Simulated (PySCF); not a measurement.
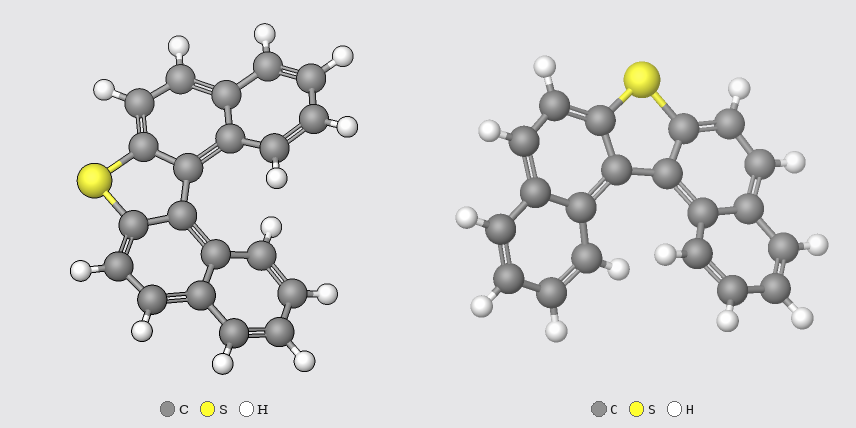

The same structure drawn twice, from different directions.

The computed structure is the end point of a GFN2-xTB optimisation. No frequency run is at hand to confirm it as a minimum.

Count the atoms of each element.

Answer. C₂₀H₁₂S, 33 atoms: 20 carbon, 12 hydrogen and 1 sulfur.

Describe its rings.

Answer. Independent rings (smallest set): 1 of 5 members, 4 of 6 members, 5 of them aromatic.

Give the symmetry (Schoenflies symbol).

Answer. C2.

What is its SMILES?

Answer. c1ccc2c(c1)ccc1sc3ccc4ccccc4c3c12

How many bonds of each kind are drawn?

Answer. 23 C–C, 12 C–H, 2 C–S.

The parts below concern this one geometry. Atoms keep their numbers from picture to picture.

Geometry

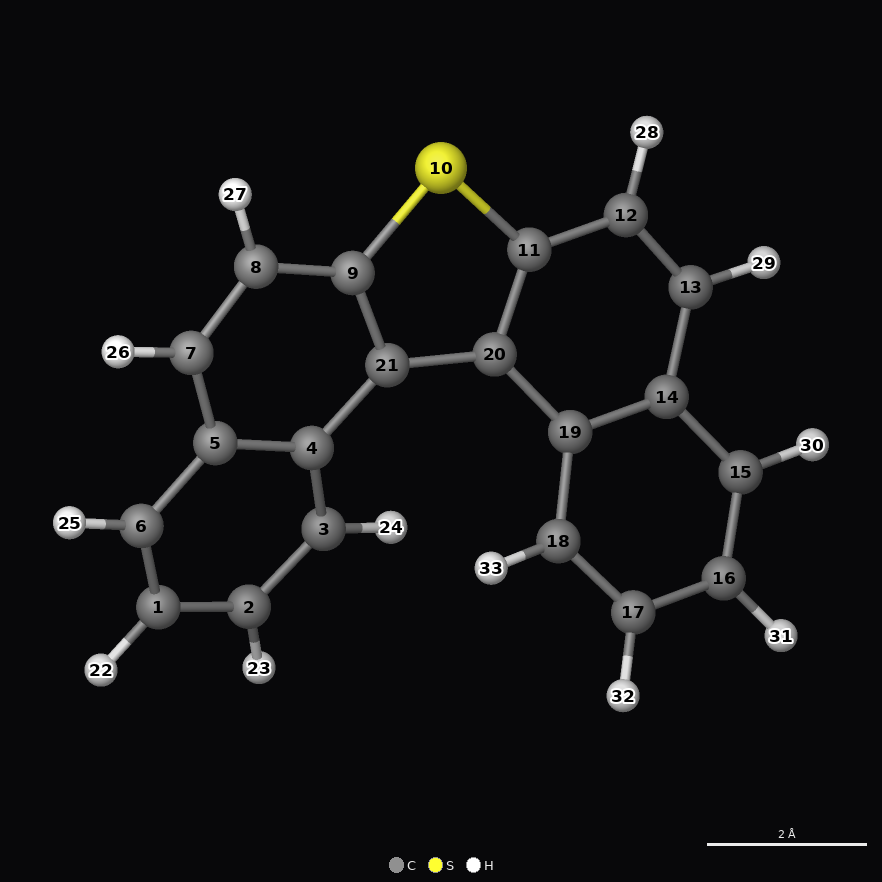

The atoms are numbered. No frequency run is at hand to confirm it as a minimum.

What are the angles C1–C2–C3, C2–C1–C6, C2–C3–H24, C3–C2–H23, C3–C4–C5, C4–C3–H24, C4–C5–C6, C4–C5–C7, C5–C4–C21, C8–C7–H26, C9–C8–H27, C11–C20–C19?

| angle | degrees |
| --- | --- |
| C1–C2–C3 | 120.5 |
| C2–C1–C6 | 119.7 |
| C2–C3–H24 | 119.6 |
| C3–C2–H23 | 119.9 |
| C3–C4–C5 | 118.1 |
| C4–C3–H24 | 119.2 |
| C4–C5–C6 | 119.1 |
| C4–C5–C7 | 120.2 |
| C5–C4–C21 | 118.3 |
| C8–C7–H26 | 120.4 |
| C9–C8–H27 | 119.6 |
| C11–C20–C19 | 117.4 |

Polarisability

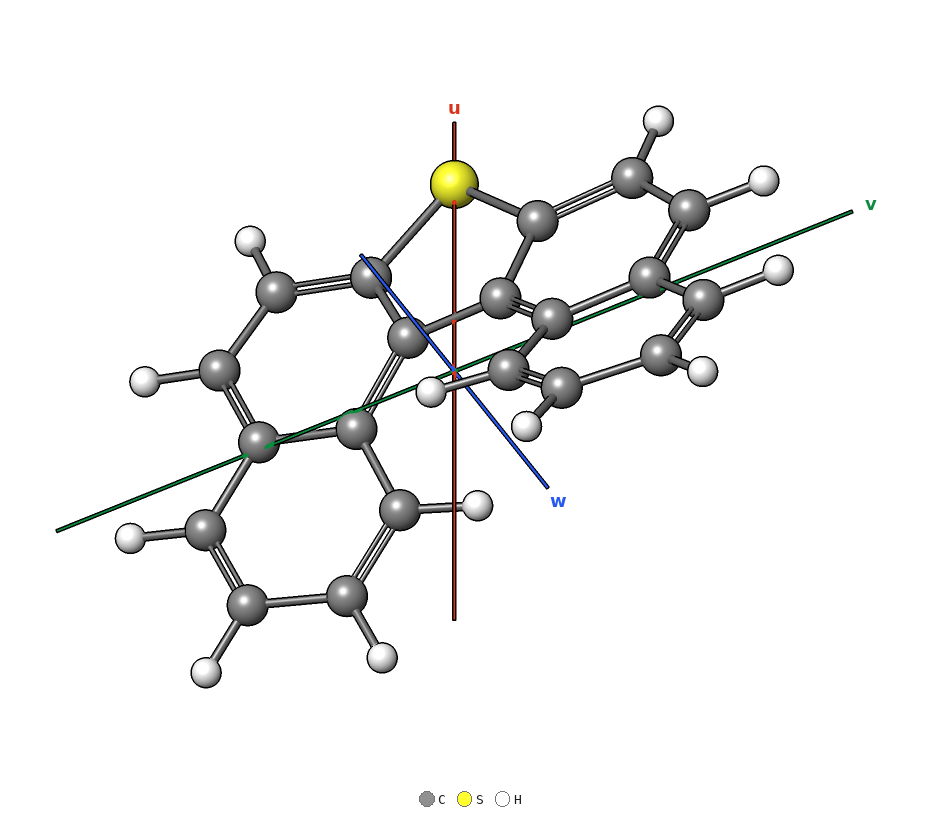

The lines u, v and w are the principal axes of the static dipole polarisability. No frequency run is at hand to confirm it as a minimum. Method: PBE0/6-31G* (PySCF 2.14.0).

Along which axis is the molecule most polarisable, and along which least?

Answer. Most along v, least along w.

Give the three principal values.

Answer. u 282.8, v 319.4, w 85.6 bohr³; mean 229.3, anisotropy 217.8 bohr³.

Excitation

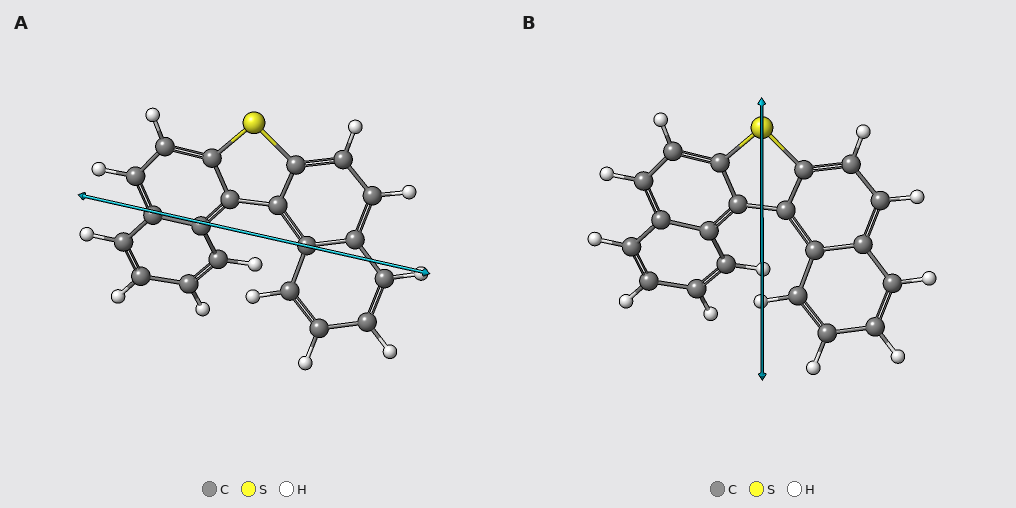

The double arrows show the directions of two transition dipoles from the ground state (lengths mean nothing). No frequency run is at hand to confirm it as a minimum. Properties computed with TDA PBE0/6-31G*, vertical, gas phase, core orbitals frozen in the response, virtual orbitals cut by energy (PySCF 2.14.0).

One belongs to singlet state 3 and one to singlet state 4. Which is which?

Answer. A: state 4, 4.42 eV (281 nm), oscillator strength 0.043, of mixed character, with the largest part HOMO−1 → LUMO+1 (weight 0.47).
B: state 3, 4.34 eV (286 nm), oscillator strength 0.019, of mixed character, with the largest part HOMO → LUMO+1 (weight 0.49).

NMR shielding

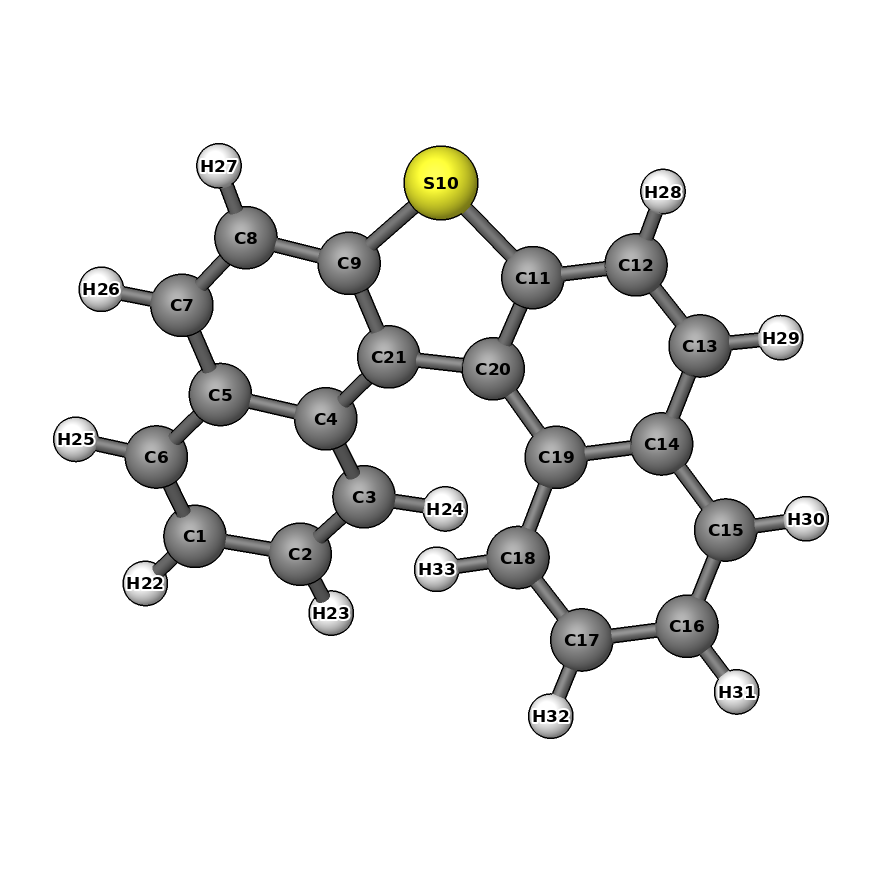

No frequency run is at hand to confirm it as a minimum. Level of theory: GIAO KT3/pcSseg-1 NMR shielding, non-relativistic, gas phase (PySCF 2.14.0). Principal shieldings σ11 ≤ σ22 ≤ σ33, span Ω = σ33 − σ11, skew κ = 3(σiso − σ22)/Ω.

Give the shielding tensors of the S atoms.

| atom | σ11 | σ22 | σ33 | σiso | Ω | κ |
| --- | --- | --- | --- | --- | --- | --- |
| S10 | 220.9 | 392.2 | 472.2 | 361.7 | 251.4 | −0.36 |

Shieldings and span in ppm.
